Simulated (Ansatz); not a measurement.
## Run report: GeH$_{4}$S$_{2}$, geometry relaxation (part 2 of 2)

Continued. System: GeH$_{4}$S$_{2}$, SMILES [SH][GeH2][SH]. Method: RKS B3LYP-D4/def2-SVP (Ansatz 0.2.0). It belongs to a series of runs on one base structure; here: end point A relaxed.

Geometry of the input (Å):
```
S  -2.1338  0.0858  -0.0612
Ge 0.0027  0.4468  0.1248
S  0.9798  -1.5036  0.4248
H  -1.9351  -0.6937  -1.1960
H  0.5536  1.1016  -1.1847
H  0.2870  1.3909  1.3357
H  2.3070  -0.8958  0.5109
```

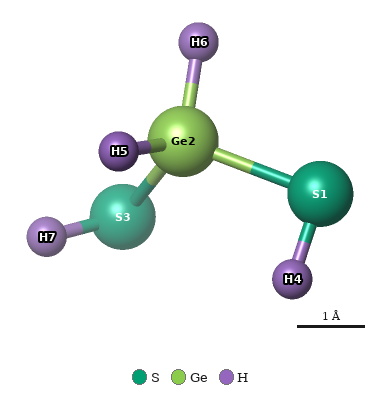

The geometry at step 22 of the log (ball-and-stick view, seen at a tilt; atoms are numbered from 1 in the order of the input).

## Trajectory as extended XYZ, continued
```
7
Properties=species:S:1:pos:R:3:forces:R:3 step=9 energy=-78243.95236
S    -2.1376    0.0873   -0.1313   -0.0087  -0.0070  -0.0104
Ge    0.0395    0.5004    0.1752    0.0001   0.0177   0.0024
S     1.0610   -1.4463    0.6578   -0.0016   0.0010  -0.0006
H    -1.9391   -0.7514   -1.1757    0.0035   0.0019   0.0139
H     0.6992    1.1034   -1.0831    0.0095  -0.0052   0.0036
H     0.0805    1.4930    1.3528   -0.0012  -0.0089  -0.0032
H     2.2577   -1.0545    0.1586   -0.0017   0.0004  -0.0058
7
Properties=species:S:1:pos:R:3:forces:R:3 step=10 energy=-78243.93573 accepted=F
S    -2.1324    0.1138   -0.1847    0.1049  -0.2080  -0.2263
Ge    0.0365    0.5248    0.2043   -0.0535   0.0098   0.0493
S     1.0632   -1.4050    0.7473    0.6828   0.2155  -0.4736
H    -1.8749   -0.8255   -1.1419   -0.0804   0.1993   0.2072
H     0.7629    1.1020   -1.0279   -0.0071   0.0141  -0.0046
H     0.0197    1.5299    1.3732    0.0227  -0.0248  -0.0244
H     2.1862   -1.1080   -0.0160   -0.6695  -0.2059   0.4724
7
Properties=species:S:1:pos:R:3:forces:R:3 step=11 energy=-78243.95281
S    -2.1390    0.1026   -0.1570    0.0154   0.0027  -0.0171
Ge    0.0343    0.5165    0.1775    0.0470  -0.0110   0.0300
S     1.0514   -1.4303    0.6679   -0.0153  -0.0333   0.0201
H    -1.9159   -0.7970   -1.1437   -0.0082  -0.0017   0.0000
H     0.7368    1.1119   -1.0606   -0.0277   0.0184  -0.0123
H     0.0628    1.4998    1.3622   -0.0116   0.0120  -0.0069
H     2.2307   -1.0715    0.1081    0.0004   0.0130  -0.0137
7
Properties=species:S:1:pos:R:3:forces:R:3 step=12 energy=-78243.95333
S    -2.1314    0.1077   -0.1708   -0.0071  -0.0164  -0.0289
Ge    0.0381    0.5232    0.1864    0.0093  -0.0121  -0.0087
S     1.0477   -1.4262    0.6819    0.0692   0.0149  -0.0194
H    -1.8995   -0.8174   -1.1333   -0.0041   0.0243   0.0236
H     0.7443    1.1188   -1.0500   -0.0090   0.0076   0.0032
H     0.0503    1.5119    1.3667    0.0020   0.0008   0.0013
H     2.2118   -1.0861    0.0734   -0.0603  -0.0191   0.0289
7
Properties=species:S:1:pos:R:3:forces:R:3 step=13 energy=-78243.95345
S    -2.1336    0.1132   -0.1755    0.0077  -0.0298  -0.0139
Ge    0.0375    0.5177    0.1872    0.0057   0.0296   0.0052
S     1.0581   -1.4227    0.6958    0.0501   0.0076  -0.0291
H    -1.9004   -0.8131   -1.1356   -0.0120   0.0129   0.0092
H     0.7385    1.1184   -1.0497    0.0058  -0.0089   0.0027
H     0.0490    1.5077    1.3665   -0.0005   0.0028   0.0014
H     2.2121   -1.0892    0.0656   -0.0569  -0.0143   0.0244
7
Properties=species:S:1:pos:R:3:forces:R:3 step=14 energy=-78243.95381
S    -2.1308    0.1038   -0.1769    0.0101   0.0159   0.0078
Ge    0.0375    0.5229    0.1958    0.0033  -0.0254   0.0043
S     1.0684   -1.4107    0.7210   -0.0130   0.0238  -0.0035
H    -1.8902   -0.8121   -1.1434    0.0010  -0.0106  -0.0071
H     0.7473    1.1135   -1.0408   -0.0034  -0.0003   0.0035
H     0.0386    1.5189    1.3700   -0.0029  -0.0015  -0.0013
H     2.1905   -1.1043    0.0287    0.0050  -0.0017  -0.0036
7
Properties=species:S:1:pos:R:3:forces:R:3 step=15 energy=-78243.95391
S    -2.1281    0.1092   -0.1842   -0.0033   0.0015   0.0014
Ge    0.0387    0.5243    0.1977   -0.0083  -0.0237   0.0023
S     1.0728   -1.4041    0.7297   -0.0018   0.0066  -0.0012
H    -1.8896   -0.8207   -1.1383    0.0054  -0.0021  -0.0017
H     0.7540    1.1154   -1.0336    0.0085   0.0070  -0.0157
H     0.0304    1.5194    1.3708    0.0022   0.0122   0.0157
H     2.1829   -1.1113    0.0122   -0.0028  -0.0014  -0.0008
7
Properties=species:S:1:pos:R:3:forces:R:3 step=16 energy=-78243.95399
S    -2.1261    0.1100   -0.1911    0.0009  -0.0052  -0.0079
Ge    0.0383    0.5283    0.2022   -0.0067  -0.0201   0.0028
S     1.0763   -1.3954    0.7432    0.0397   0.0133  -0.0256
H    -1.8781   -0.8289   -1.1345   -0.0013   0.0042   0.0045
H     0.7606    1.1166   -1.0264    0.0053   0.0088  -0.0130
H     0.0225    1.5247    1.3743    0.0035   0.0099   0.0124
H     2.1676   -1.1232   -0.0134   -0.0414  -0.0109   0.0268
7
Properties=species:S:1:pos:R:3:forces:R:3 step=17 energy=-78243.95404
S    -2.1249    0.1090   -0.1933   -0.0069   0.0021   0.0011
Ge    0.0387    0.5290    0.2038   -0.0056  -0.0140  -0.0014
S     1.0781   -1.3929    0.7483    0.0346   0.0135  -0.0242
H    -1.8763   -0.8305   -1.1356    0.0047   0.0015   0.0021
H     0.7600    1.1182   -1.0256    0.0068   0.0031  -0.0057
H     0.0228    1.5260    1.3759   -0.0014   0.0044   0.0056
H     2.1627   -1.1267   -0.0193   -0.0323  -0.0106   0.0226
7
Properties=species:S:1:pos:R:3:forces:R:3 step=18 energy=-78243.95418
S    -2.1236    0.1085   -0.1978    0.0000   0.0009  -0.0010
Ge    0.0384    0.5307    0.2073    0.0002   0.0015   0.0006
S     1.0855   -1.3841    0.7614    0.0002   0.0015   0.0014
H    -1.8681   -0.8341   -1.1349   -0.0005  -0.0009   0.0000
H     0.7648    1.1189   -1.0202   -0.0003  -0.0005   0.0008
H     0.0164    1.5294    1.3784   -0.0011  -0.0004   0.0004
H     2.1478   -1.1372   -0.0400    0.0015  -0.0021  -0.0022
7
Properties=species:S:1:pos:R:3:forces:R:3 step=19 energy=-78243.95281 accepted=F
S    -2.1152    0.1085   -0.2202    0.0135  -0.0197  -0.0211
Ge    0.0389    0.5410    0.2231    0.0113   0.0304  -0.0025
S     1.1136   -1.3470    0.8151    0.2182   0.0419  -0.2058
H    -1.8371   -0.8561   -1.1294   -0.0110   0.0161   0.0138
H     0.7860    1.1249   -0.9956   -0.0212  -0.0041   0.0181
H    -0.0118    1.5449    1.3897    0.0043  -0.0183  -0.0134
H     2.0868   -1.1842   -0.1284   -0.2152  -0.0462   0.2109
7
Properties=species:S:1:pos:R:3:forces:R:3 step=20 energy=-78243.95437
S    -2.1193    0.1086   -0.2087    0.0004  -0.0033  -0.0032
Ge    0.0389    0.5366    0.2140    0.0063   0.0071  -0.0041
S     1.0988   -1.3658    0.7862    0.0333   0.0017  -0.0206
H    -1.8544   -0.8449   -1.1323   -0.0006   0.0032   0.0027
H     0.7726    1.1243   -1.0096   -0.0031  -0.0019   0.0064
H     0.0036    1.5359    1.3843   -0.0006  -0.0040  -0.0045
H     2.1210   -1.1626   -0.0796   -0.0356  -0.0029   0.0233
7
Properties=species:S:1:pos:R:3:forces:R:3 step=21 energy=-78243.95299 accepted=F
S    -2.1116    0.1056   -0.2229    0.0077  -0.0118  -0.0181
Ge    0.0408    0.5441    0.2247   -0.0020   0.0106   0.0080
S     1.1197   -1.3391    0.8263    0.2194   0.0521  -0.2256
H    -1.8307   -0.8592   -1.1307   -0.0069   0.0136   0.0116
H     0.7863    1.1299   -0.9933   -0.0118  -0.0057   0.0144
H    -0.0148    1.5460    1.3921    0.0034  -0.0107  -0.0109
H     2.0716   -1.1954   -0.1419   -0.2098  -0.0482   0.2206
7
Properties=species:S:1:pos:R:3:forces:R:3 step=22 energy=-78243.95461
S    -2.1160    0.0981   -0.2062    0.0006   0.0045  -0.0068
Ge    0.0392    0.5376    0.2215    0.0034  -0.0055  -0.0001
S     1.1176   -1.3488    0.8135    0.0198   0.0091  -0.0138
H    -1.8419   -0.8358   -1.1468   -0.0049  -0.0027   0.0035
H     0.7712    1.1193   -1.0054   -0.0012   0.0026   0.0033
H    -0.0033    1.5420    1.3862   -0.0023  -0.0008   0.0011
H     2.0945   -1.1802   -0.1086   -0.0154  -0.0072   0.0128
7
Properties=species:S:1:pos:R:3:forces:R:3 step=23 energy=-78243.95471
S    -2.1131    0.1014   -0.2170    0.0034  -0.0178  -0.0029
Ge    0.0399    0.5381    0.2279    0.0128   0.0081  -0.0016
S     1.1430   -1.3279    0.8419    0.0807   0.0239  -0.0985
H    -1.8368   -0.8398   -1.1498   -0.0035   0.0021   0.0030
H     0.7740    1.1218   -0.9963    0.0055   0.0008   0.0013
H    -0.0165    1.5437    1.3905    0.0003  -0.0013   0.0049
H     2.0706   -1.2054   -0.1428   -0.0992  -0.0158   0.0938
7
Properties=species:S:1:pos:R:3:forces:R:3 step=24 energy=-78243.95478
S    -2.1035    0.0874   -0.2180   -0.0257   0.0255  -0.0083
Ge    0.0438    0.5506    0.2301    0.0004  -0.0448   0.0102
S     1.1430   -1.3143    0.8532    0.1263   0.0354  -0.1333
H    -1.8229   -0.8526   -1.1506    0.0180   0.0039   0.0096
H     0.7840    1.1358   -0.9897   -0.0042   0.0030   0.0007
H    -0.0206    1.5516    1.3962   -0.0067  -0.0003  -0.0050
H     2.0373   -1.2265   -0.1670   -0.1081  -0.0227   0.1261
7
Properties=species:S:1:pos:R:3:forces:R:3 step=25 energy=-78243.95773
S    -2.0938    0.0879   -0.2412    0.0051   0.0041   0.0101
Ge    0.0471    0.5594    0.2383    0.0044  -0.0047   0.0105
S     1.1892   -1.2695    0.8896   -0.0206   0.0280   0.0186
H    -1.7873   -0.8714   -1.1443   -0.0008  -0.0108  -0.0174
H     0.7867    1.1593   -0.9751    0.0010  -0.0070   0.0060
H    -0.0400    1.5531    1.4081   -0.0004   0.0018   0.0021
H     1.9592   -1.2868   -0.2211    0.0112  -0.0115  -0.0299
7
Properties=species:S:1:pos:R:3:forces:R:3 step=26 energy=-78243.95844
S    -2.0884    0.0778   -0.2436    0.0012  -0.0058   0.0076
Ge    0.0464    0.5650    0.2488    0.0359  -0.0059  -0.0357
S     1.2164   -1.2423    0.9078    0.0748  -0.0039  -0.1000
H    -1.7725   -0.8707   -1.1558    0.0019   0.0026  -0.0049
H     0.7879    1.1605   -0.9652   -0.0127   0.0143  -0.0007
H    -0.0512    1.5643    1.4131    0.0008  -0.0183   0.0063
H     1.9226   -1.3226   -0.2508   -0.1018   0.0169   0.1273
7
Properties=species:S:1:pos:R:3:forces:R:3 step=27 energy=-78243.95651 accepted=F
S    -2.0730    0.0656   -0.2529    0.0111  -0.0112   0.0061
Ge    0.0569    0.5717    0.2484   -0.0144   0.0068   0.0641
S     1.2487   -1.2092    0.9429    0.1648   0.0298  -0.4568
H    -1.7449   -0.8819   -1.1614   -0.0027   0.0004  -0.0147
H     0.7852    1.1888   -0.9632    0.0065  -0.0198   0.0116
H    -0.0554    1.5569    1.4227   -0.0046   0.0100  -0.0056
H     1.8437   -1.3598   -0.2823   -0.1607  -0.0159   0.3953
7
Properties=species:S:1:pos:R:3:forces:R:3 step=28 energy=-78243.96062
S    -2.0816    0.0610   -0.2354    0.0064  -0.0062  -0.0023
Ge    0.0511    0.5675    0.2497    0.0040  -0.0077  -0.0112
S     1.2412   -1.2180    0.9272    0.0473  -0.0002  -0.0552
H    -1.7600   -0.8570   -1.1766   -0.0033   0.0038  -0.0017
H     0.7761    1.1694   -0.9706   -0.0013   0.0093   0.0024
H    -0.0528    1.5610    1.4176    0.0014  -0.0037   0.0021
H     1.8872   -1.3518   -0.2577   -0.0544   0.0048   0.0658
7
Properties=species:S:1:pos:R:3:forces:R:3 step=29 energy=-78243.96148
S    -2.0683    0.0312   -0.2278    0.0193  -0.0369  -0.0316
Ge    0.0578    0.5727    0.2564   -0.0012  -0.0177  -0.0008
S     1.2975   -1.1670    0.9628    0.1263  -0.0376  -0.3242
H    -1.7430   -0.8396   -1.2144   -0.0023   0.0410   0.0387
H     0.7615    1.1861   -0.9703   -0.0003   0.0061   0.0016
H    -0.0584    1.5613    1.4262   -0.0077   0.0053   0.0030
H     1.8141   -1.4127   -0.2786   -0.1342   0.0398   0.3132
7
Properties=species:S:1:pos:R:3:forces:R:3 step=30 energy=-78243.96742
S    -2.0465   -0.0116   -0.2182   -0.0058  -0.0040   0.0105
Ge    0.0657    0.5835    0.2602    0.0036  -0.0048   0.0006
S     1.3614   -1.1086    0.9722   -0.0009   0.0026   0.0248
H    -1.7034   -0.8186   -1.2488    0.0047   0.0010  -0.0103
H     0.7376    1.2196   -0.9716    0.0010   0.0151  -0.0146
H    -0.0640    1.5613    1.4372   -0.0020   0.0032   0.0048
H     1.7104   -1.4937   -0.2766   -0.0006  -0.0130  -0.0158
7
Properties=species:S:1:pos:R:3:forces:R:3 step=31 energy=-78243.96886
S    -2.0352   -0.0466   -0.2019    0.0033  -0.0025   0.0011
Ge    0.0705    0.5852    0.2608    0.0009  -0.0049   0.0020
S     1.3979   -1.0790    0.9816    0.0029   0.0063  -0.0036
H    -1.6926   -0.7842   -1.2838    0.0009   0.0024  -0.0037
H     0.7136    1.2353   -0.9801    0.0001  -0.0011  -0.0031
H    -0.0626    1.5605    1.4396   -0.0009   0.0013   0.0042
H     1.6696   -1.5393   -0.2620   -0.0071  -0.0015   0.0031
7
Properties=species:S:1:pos:R:3:forces:R:3 step=32 energy=-78243.92063 accepted=F
S    -2.0021   -0.1449   -0.1658    0.2404  -0.2482  -0.5211
Ge    0.0798    0.5902    0.2722    0.0579   0.0099  -0.0016
S     1.5244   -0.9777    1.0018   -0.1221  -0.5900  -1.1673
H    -1.6564   -0.6919   -1.3835   -0.1668   0.2362   0.5340
H     0.6547    1.2627   -0.9951   -0.0447  -0.0208   0.0499
H    -0.0629    1.5621    1.4529   -0.0083   0.0223  -0.0061
H     1.5237   -1.6686   -0.2282    0.0436   0.5906   1.1121
7
Properties=species:S:1:pos:R:3:forces:R:3 step=33 energy=-78243.96898
S    -2.0268   -0.0664   -0.1929   -0.0069  -0.0017  -0.0197
Ge    0.0730    0.5889    0.2643   -0.0064  -0.0286  -0.0256
S     1.4073   -1.0706    0.9831    0.0239   0.0028  -0.0133
H    -1.6848   -0.7689   -1.2995    0.0010   0.0172   0.0229
H     0.7029    1.2383   -0.9842    0.0021   0.0019   0.0085
H    -0.0619    1.5664    1.4413    0.0032  -0.0075   0.0017
H     1.6515   -1.5559   -0.2578   -0.0169   0.0159   0.0255
7
Properties=species:S:1:pos:R:3:forces:R:3 step=34 energy=-78243.96924
S    -2.0240   -0.0800   -0.1868    0.0336  -0.0378  -0.0678
Ge    0.0744    0.5856    0.2632   -0.0063   0.0085   0.0129
S     1.4299   -1.0536    0.9885    0.0100  -0.0209  -0.0927
H    -1.6786   -0.7497   -1.3147   -0.0291   0.0338   0.0582
H     0.6917    1.2416   -0.9886   -0.0018  -0.0073   0.0108
H    -0.0612    1.5611    1.4420    0.0037  -0.0001  -0.0036
H     1.6290   -1.5729   -0.2492   -0.0101   0.0239   0.0822
7
Properties=species:S:1:pos:R:3:forces:R:3 step=35 energy=-78243.96967
S    -2.0190   -0.0879   -0.1876   -0.0004  -0.0010   0.0022
Ge    0.0757    0.5875    0.2632    0.0008  -0.0010  -0.0007
S     1.4412   -1.0441    0.9852   -0.0005   0.0017   0.0021
H    -1.6785   -0.7462   -1.3202    0.0017   0.0016  -0.0015
H     0.6883    1.2487   -0.9873   -0.0007   0.0000  -0.0013
H    -0.0612    1.5603    1.4438   -0.0001  -0.0003   0.0004
H     1.6147   -1.5864   -0.2427   -0.0007  -0.0011  -0.0012
```

## Key numbers

| quantity | value |
| --- | --- |
| outcome | converged |
| total energy | −78243.9699 eV |
| mean-field energy | −78243.6949 eV |
| largest force (length of the vector) at the end | 0.003 eV/Å |
| hardware | 1 thread of Arm Neoverse V1, 24 GiB of memory available, shared host |
| wall time | 2.3 min |
| peak memory | 0.19 GiB |
